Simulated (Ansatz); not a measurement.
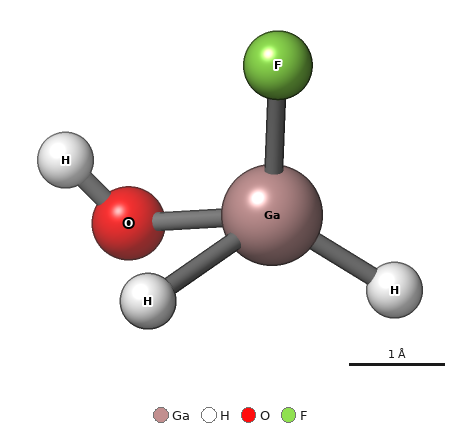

The structure as given in the input (ball-and-stick view, seen at a tilt). Sticks mark near contacts. Bond lengths as drawn: F–Ga 1.77 Å, Ga–H 1.55 to 1.76 Å, Ga–O 1.87 Å and H–O 0.97 Å.

## Nudged elastic band, with input and output: GaH3OF

The run: nudged elastic band of GaH3OF, multiplicity 2. Method and program: UKS B3LYP/def2-SVP (Ansatz 0.2.0).

One setting was made poor on purpose. It belongs to a series of runs on one base structure; here: band between the two ends.

**Input**
```yaml
crystal:
  periodic: [false, false, false]
  atoms:
    - { symbol: Ga, position_ang: [0.177718, 0.127224, 0.504405] }
    - { symbol: H, position_ang: [-0.190921, -1.579394, 0.724245] }
    - { symbol: H, position_ang: [1.543967, 0.465755, -0.146216] }
    - { symbol: O, position_ang: [-1.282134, -0.403711, -0.529763] }
    - { symbol: H, position_ang: [-2.104094, -0.424459, -0.008847] }
    - { symbol: F, position_ang: [-0.394836, 0.967886, 1.949675] }
magnetization:
  spin_polarized: true
  initial_magnetization: 1
basis:
  gaussian: { orbitals: def2-SVP }
hamiltonian:
  xc: b3lyp
neb:
  order_check: false
  images: 9
  f_tol: 0.5
  max_iterations: 60
  final_atoms:
    - { symbol: Ga, position_ang: [0.10203306, -0.37320311, -0.27261246] }
    - { symbol: H, position_ang: [0.23108894, -0.95105164, 2.50035175] }
    - { symbol: H, position_ang: [1.2784293, 0.71413942, -0.38025224] }
    - { symbol: O, position_ang: [-1.51317699, 0.27084106, -0.77853822] }
    - { symbol: H, position_ang: [-2.23863828, -0.36687024, -0.76991781] }
    - { symbol: F, position_ang: [-0.11003603, -0.14055449, 2.19446798] }
  initial_path:
    images:
      - { positions_ang: [[0.177718, 0.127224, 0.504405], [-0.190921, -1.579394, 0.724245], [1.543967, 0.465755, -0.146216], [-1.282134, -0.403711, -0.529763], [-2.104094, -0.424459, -0.008847], [-0.394836, 0.967886, 1.949675]] }
      - { positions_ang: [[0.14632809, 0.09950311, 0.40669509], [-0.17128983, -1.24501625, 0.94526366], [1.52038767, 0.37053804, -0.25378209], [-1.31966227, -0.34591694, -0.61776169], [-2.07642082, -0.53254085, -0.15564992], [-0.34964283, 0.80673388, 2.16873394]] }
      - { positions_ang: [[0.11493818, 0.07178222, 0.30898519], [-0.15165867, -0.91063849, 1.16628233], [1.49680833, 0.27532107, -0.36134818], [-1.35719055, -0.28812288, -0.70576037], [-2.04874765, -0.64062269, -0.30245284], [-0.30444965, 0.64558176, 2.38779287]] }
      - { positions_ang: [[0.08354827, 0.04406133, 0.21127528], [-0.1320275, -0.57626074, 1.38730099], [1.473229, 0.18010411, -0.46891427], [-1.39471882, -0.23032881, -0.79375906], [-2.02107447, -0.74870454, -0.44925576], [-0.25925648, 0.48442965, 2.60685181]] }
      - { positions_ang: [[0.05215836, 0.01634045, 0.11356538], [-0.11239634, -0.24188298, 1.60831966], [1.44964966, 0.08488714, -0.57648036], [-1.43224709, -0.17253475, -0.88175774], [-1.9934013, -0.85678638, -0.59605868], [-0.2140633, 0.32327753, 2.82591075]] }
      - { positions_ang: [[0.02076845, -0.01138044, 0.01585547], [-0.09276517, 0.09249477, 1.82933832], [1.42607033, -0.01032982, -0.68404645], [-1.46977536, -0.11474069, -0.96975643], [-1.96572812, -0.96486823, -0.7428616], [-0.16887013, 0.16212541, 3.04496968]] }
      - { positions_ang: [[0.03702137, -0.08374498, -0.04183812], [-0.02799435, -0.11621451, 1.96354101], [1.39654212, 0.13456403, -0.62328761], [-1.47845569, -0.03762434, -0.93151278], [-2.02031015, -0.84526863, -0.74827285], [-0.15710331, 0.10158943, 2.87486934]] }
      - { positions_ang: [[0.0532743, -0.15610951, -0.0995317], [0.03677647, -0.32492379, 2.09774369], [1.36701392, 0.27945788, -0.56252876], [-1.48713602, 0.03949201, -0.89326914], [-2.07489218, -0.72566903, -0.75368409], [-0.14533649, 0.04105345, 2.704769]] }
      - { positions_ang: [[0.06952722, -0.22847405, -0.15722529], [0.1015473, -0.53363308, 2.23194638], [1.33748571, 0.42435172, -0.50176992], [-1.49581634, 0.11660836, -0.8550255], [-2.12947421, -0.60606943, -0.75909533], [-0.13356967, -0.01948253, 2.53466866]] }
      - { positions_ang: [[0.08578014, -0.30083858, -0.21491887], [0.16631812, -0.74234236, 2.36614907], [1.3079575, 0.56924557, -0.44101108], [-1.50449667, 0.19372471, -0.81678186], [-2.18405625, -0.48646984, -0.76450657], [-0.12180285, -0.08001851, 2.36456832]] }
      - { positions_ang: [[0.10203306, -0.37320311, -0.27261246], [0.23108894, -0.95105164, 2.50035175], [1.2784293, 0.71413942, -0.38025224], [-1.51317699, 0.27084106, -0.77853822], [-2.23863828, -0.36687024, -0.76991781], [-0.11003603, -0.14055449, 2.19446798]] }
```

Launch command:
```bash
ansatz run input.yaml --threads 2 --pin off --max-ram 3072MiB --backend cpu --events-out ev --progress --plain --runs-dir out
```

**Output**
```
Engine: ansatz 0.2.0, aarch64-unknown-linux-gnu
Functional definition: B3LYP
  parameter a0 = 0.2
  parameter ax = 0.72
  parameter ac = 0.81
  exchange = (1 - a0 - ax)*slater_x + ax*b88_x + a0*exact_x
  correlation = (1 - ac)*vwn_rpa_c + ac*lyp_c
782 factors; integrals over basis functions are off by at most 3.1e-4 eV
mean field evaluation 1: about -57173.6605 eV, gradient 4.6e1 eV
mean field evaluation 2: about -57145.1907 eV, gradient 9.5e1 eV
mean field evaluation 4: about -57180.5493 eV, gradient 1.1e1 eV
mean field evaluation 8: about -57180.9635 eV, gradient 3.8e-1 eV
mean field evaluation 16: about -57180.9642 eV, gradient 5.4e-5 eV
mean field -57180.96417637 eV, -2101.3616748319 hartree, gradient 5.4e-5 eV, S^2 0.756851; 0 other end points of the search recorded, 0 dependent functions left out
the calculation of the forces begins
reference -57180.96439886 eV, -2101.3616830084 hartree; 26, 25 occupied and 49, 50 virtual orbitals, 782 factors
784 factors; integrals over basis functions are off by at most 1.0e-3 eV
mean field evaluation 32: about -57181.1373 eV, gradient 4.3e-5 eV
mean field -57181.13734703 eV, -2101.3680387363 hartree, gradient 4.3e-5 eV, S^2 0.753155; 0 other end points of the search recorded, 0 dependent functions left out
[... from here on the field's lines of each further geometry are left out, up to the last ...]
NEB iter   1: max|band force component| = 4.401e1 eV/Å  barrier→ = 5.5646 eV  barrier← = 5.7378 eV  Δτ_max = 0.1987 Å  (350 SCF iters)
NEB iter   2: max|band force component| = 3.112e0 eV/Å  barrier→ = 1.2653 eV  barrier← = 1.4385 eV  Δτ_max = 0.2000 Å  (316 SCF iters)
NEB iter   3: max|band force component| = 2.192e0 eV/Å  barrier→ = 0.7370 eV  barrier← = 0.9101 eV  Δτ_max = 0.2000 Å  (302 SCF iters)
NEB iter   4: max|band force component| = 3.867e0 eV/Å  barrier→ = 0.6618 eV  barrier← = 0.8350 eV  Δτ_max = 0.1013 Å  (291 SCF iters)
NEB iter   5: max|band force component| = 1.284e0 eV/Å  barrier→ = 0.5692 eV  barrier← = 0.7424 eV  Δτ_max = 0.2000 Å  (293 SCF iters)
NEB iter   6: max|band force component| = 1.495e0 eV/Å  barrier→ = 0.4905 eV  barrier← = 0.6637 eV  Δτ_max = 0.1005 Å  (297 SCF iters)
NEB iter   7: max|band force component| = 1.100e0 eV/Å  barrier→ = 0.4187 eV  barrier← = 0.5919 eV  Δτ_max = 0.1008 Å  (285 SCF iters)
NEB iter   8: max|band force component| = 8.988e-1 eV/Å  barrier→ = 0.5607 eV  barrier← = 0.7338 eV  Δτ_max = 0.1002 Å  (287 SCF iters)
NEB iter   9: max|band force component| = 1.174e0 eV/Å  barrier→ = 0.5756 eV  barrier← = 0.7488 eV  Δτ_max = 0.0498 Å  (283 SCF iters)
NEB iter  10: max|band force component| = 8.410e-1 eV/Å  barrier→ = 0.4862 eV  barrier← = 0.6593 eV  Δτ_max = 0.1004 Å  (268 SCF iters)
NEB iter  11: max|band force component| = 6.506e-1 eV/Å  barrier→ = 0.5568 eV  barrier← = 0.7299 eV  Δτ_max = 0.1006 Å  (290 SCF iters)
NEB iter  12: max|band force component| = 5.760e-1 eV/Å  barrier→ = 0.5111 eV  barrier← = 0.6843 eV  Δτ_max = 0.1003 Å  (285 SCF iters)
NEB iter  13: max|band force component| = 7.316e-1 eV/Å  barrier→ = 0.4740 eV  barrier← = 0.6472 eV  CI = image 6  Δτ_max = 0.1014 Å  (293 SCF iters)
NEB iter  14: max|band force component| = 1.299e0 eV/Å  barrier→ = 0.6232 eV  barrier← = 0.7964 eV  CI = image 6  Δτ_max = 0.0501 Å  (285 SCF iters)
the calculation of the forces begins
reference -57181.12558985 eV, -2101.3676066681 hartree; 26, 25 occupied and 49, 50 virtual orbitals, 784 factors
784 factors; integrals over basis functions are off by at most 1.3e-3 eV
mean field evaluation 1152: about -57173.6301 eV, gradient 4.5e1 eV
mean field -57180.41939210 eV, -2101.3416543794 hartree, gradient 7.8e-5 eV, S^2 0.752171; 1 other end points of the search recorded, 0 dependent functions left out
the calculation of the forces begins
reference -57180.41961406 eV, -2101.3416625364 hartree; 26, 25 occupied and 49, 50 virtual orbitals, 784 factors
NEB iter  15: max|band force component| = 3.748e-1 eV/Å  barrier→ = 0.5448 eV  barrier← = 0.7180 eV  CI = image 6  Δτ_max = 0.0000 Å  (552 SCF iters)
```

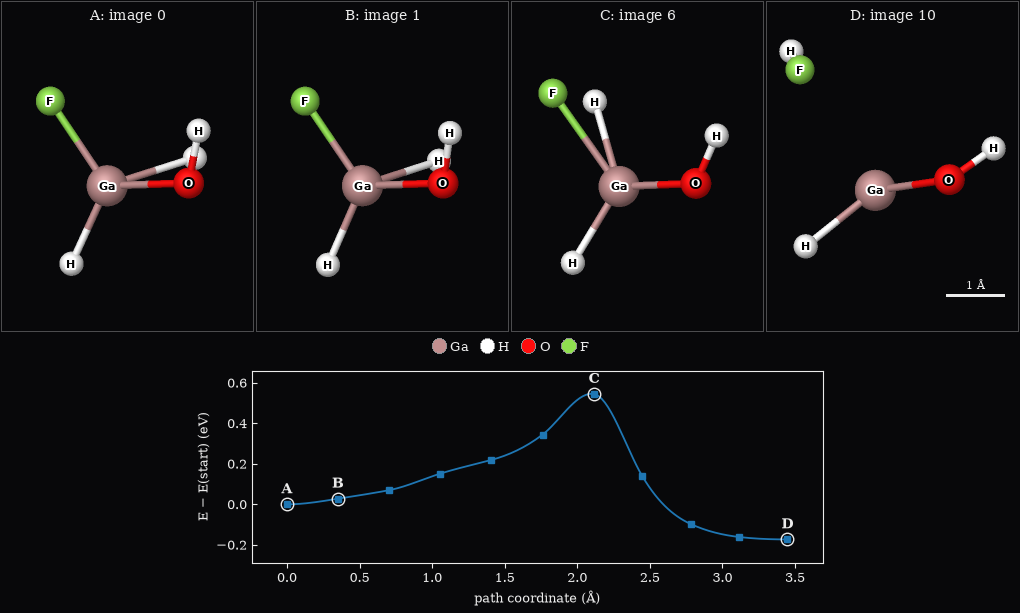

Images of the last band (counted from 0; ball-and-stick, seen at a tilt) above the energy along the path; the line is a cubic interpolation that uses the forces. The highest image is number 6, 0.545 eV above the start and 0.718 eV above the end (the climbing image); the end lies 0.173 eV below the start. The path is 3.45 Å long. The band converged in 15 iterations.

```
Total energy: -57180.41961406 eV, -2101.3416625364 hartree
Atom 0 at     0.120434    -0.195524     0.199695 Å, force     0.181852     0.094165    -0.410402 eV/Å
Atom 1 at     0.059590    -0.721889     1.871387 Å, force    -0.007948    -0.187368     0.328376 eV/Å
Atom 2 at     1.432778     0.394162    -0.394615 Å, force     0.044653    -0.039229    -0.049271 eV/Å
Atom 3 at    -1.344708    -0.325126    -0.789361 Å, force    -0.107513     0.026323    -0.380126 eV/Å
Atom 4 at    -2.216710    -0.466210    -0.407727 Å, force    -0.014957    -0.056499     0.185459 eV/Å
Atom 5 at    -0.301685     0.467889     2.014120 Å, force    -0.096087     0.162609     0.325965 eV/Å
Dipole moment:    -0.043327    -0.197471     0.094089 e Å
this run last wrote the band of iteration 15 to [file]
```

**The last band as extended XYZ (Å, eV, eV/Å)**
```
6
Properties=species:S:1:pos:R:3:forces:R:3 image=0 energy=-57180.96418
Ga    0.1777    0.1272    0.5044   -0.0004   0.0021   0.0005
H    -0.1909   -1.5794    0.7242    0.0006  -0.0030  -0.0016
H     1.5440    0.4658   -0.1462   -0.0021  -0.0011   0.0004
O    -1.2821   -0.4037   -0.5298   -0.0063  -0.0042  -0.0023
H    -2.1041   -0.4245   -0.0088    0.0080   0.0028  -0.0010
F    -0.3948    0.9679    1.9497    0.0003   0.0034   0.0040
6
Properties=species:S:1:pos:R:3:forces:R:3 image=1 energy=-57180.93621
Ga    0.1214    0.1034    0.4951    0.0186   0.0089   0.0043
H     0.0455   -1.6033    0.9122   -0.0718  -0.0115  -0.0541
H     1.5022    0.4019   -0.1567    0.0187   0.0211   0.0110
O    -1.2994   -0.4128   -0.5566    0.0154  -0.0180   0.0157
H    -2.1631   -0.3078   -0.1230    0.0220  -0.0310   0.0350
F    -0.4568    0.9718    1.9225   -0.0029   0.0305  -0.0118
6
Properties=species:S:1:pos:R:3:forces:R:3 image=2 energy=-57180.89434
Ga    0.0501    0.0880    0.4695    0.0228  -0.0012   0.0476
H     0.2585   -1.5051    1.2079    0.0024  -0.0623  -0.1010
H     1.4663    0.3254   -0.1582    0.0026   0.0004   0.0324
O    -1.3005   -0.4563   -0.6129    0.0012  -0.0548  -0.0023
H    -2.1980   -0.3016   -0.2811    0.0058   0.0189   0.0411
F    -0.5266    1.0030    1.8683   -0.0348   0.0991  -0.0178
6
Properties=species:S:1:pos:R:3:forces:R:3 image=3 energy=-57180.81284
Ga    0.0321    0.1089    0.3568    0.0041  -0.0605  -0.0799
H     0.2518   -1.3068    1.5273    0.0455  -0.1419  -0.0852
H     1.4701    0.3063   -0.2120   -0.0069   0.0061   0.0365
O    -1.2975   -0.4905   -0.7013    0.1942   0.0169   0.1090
H    -2.1723   -0.3879   -0.3057   -0.1620   0.0099   0.0177
F    -0.5345    0.9233    1.8283   -0.0750   0.1694   0.0019
6
Properties=species:S:1:pos:R:3:forces:R:3 image=4 energy=-57180.74542
Ga    0.0417    0.0718    0.2682    0.0788   0.0820   0.0345
H     0.1798   -1.1041    1.7661    0.0513  -0.1447  -0.0272
H     1.4692    0.3113   -0.2882    0.0099  -0.0257   0.0116
O    -1.3087   -0.4888   -0.7546    0.1274  -0.0188  -0.0378
H    -2.1713   -0.4470   -0.3279   -0.1955  -0.0025   0.0639
F    -0.4610    0.8100    1.8299   -0.0720   0.1098  -0.0450
6
Properties=species:S:1:pos:R:3:forces:R:3 image=5 energy=-57180.62013
Ga    0.0826   -0.0450    0.2587   -0.1829   0.3664   0.2374
H     0.1064   -0.8808    1.8753    0.0840  -0.3073  -0.0165
H     1.4519    0.3085   -0.3749    0.0485  -0.0751   0.0567
O    -1.3144   -0.4221   -0.7766   -0.0139  -0.1099  -0.1036
H    -2.1991   -0.5116   -0.4012    0.0657   0.0357   0.1253
F    -0.3776    0.7043    1.9123   -0.0013   0.0902  -0.2993
6
Properties=species:S:1:pos:R:3:forces:R:3 image=6 energy=-57180.41939
Ga    0.1204   -0.1955    0.1997    0.1819   0.0942  -0.4104
H     0.0596   -0.7219    1.8714   -0.0079  -0.1874   0.3284
H     1.4328    0.3942   -0.3946    0.0447  -0.0392  -0.0493
O    -1.3447   -0.3251   -0.7894   -0.1075   0.0263  -0.3801
H    -2.2167   -0.4662   -0.4077   -0.0150  -0.0565   0.1855
F    -0.3017    0.4679    2.0141   -0.0961   0.1626   0.3260
6
Properties=species:S:1:pos:R:3:forces:R:3 image=7 energy=-57180.82611
Ga    0.1575   -0.2929    0.0451    0.1736  -0.4898  -0.5436
H     0.0241   -0.6730    1.9828   -0.2313   0.5467   0.5663
H     1.4282    0.5072   -0.4163    0.0448   0.2047  -0.1528
O    -1.3917   -0.1947   -0.8430   -0.1801   0.2752  -0.2127
H    -2.2056   -0.4635   -0.3984    0.0852  -0.0853   0.0197
F    -0.2628    0.2702    2.1233    0.1079  -0.4515   0.3230
6
Properties=species:S:1:pos:R:3:forces:R:3 image=8 energy=-57181.06138
Ga    0.1786   -0.3651   -0.1059    0.0235  -0.1150  -0.1422
H     0.0222   -0.7614    2.1641   -0.0228   0.0240   0.2230
H     1.3866    0.6195   -0.4479   -0.0301   0.0492  -0.0704
O    -1.4263   -0.0081   -0.8470   -0.0351   0.1174  -0.0054
H    -2.1812   -0.4778   -0.4680    0.0394  -0.0395  -0.0702
F    -0.2303    0.1462    2.1982    0.0250  -0.0361   0.0653
6
Properties=species:S:1:pos:R:3:forces:R:3 image=9 energy=-57181.12537
Ga    0.1622   -0.3782   -0.2100   -0.0069  -0.0078  -0.0260
H     0.0439   -0.8739    2.3718    0.0069  -0.0059   0.0719
H     1.3374    0.6817   -0.4654   -0.0127   0.0061  -0.0100
O    -1.4652    0.1543   -0.7951   -0.0058   0.0110   0.0134
H    -2.1904   -0.4545   -0.6030    0.0003   0.0018  -0.0466
F    -0.1382    0.0239    2.1953    0.0184  -0.0053  -0.0026
6
Properties=species:S:1:pos:R:3:forces:R:3 image=10 energy=-57181.13735
Ga    0.1020   -0.3732   -0.2726   -0.0065  -0.0079   0.0028
H     0.2311   -0.9511    2.5004    0.0008  -0.0016  -0.0003
H     1.2784    0.7141   -0.3803    0.0055   0.0065  -0.0011
O    -1.5132    0.2708   -0.7785   -0.0002   0.0009   0.0011
H    -2.2386   -0.3669   -0.7699    0.0018   0.0002   0.0001
F    -0.1100   -0.1406    2.1945   -0.0014   0.0020  -0.0025
```

**Results in brief**

```tsv
quantity	value
outcome	converged
barrier, forward	0.545 eV
barrier, backward	0.718 eV
hardware	2 threads of Arm Neoverse V1, 24 GiB of memory available, shared host
wall time	4.9 min (CPU time 9.4 min)
peak memory	0.23 GiB
```

**Notes**

A deliberately poor setting: loose force. The order of the saddle point was not checked.
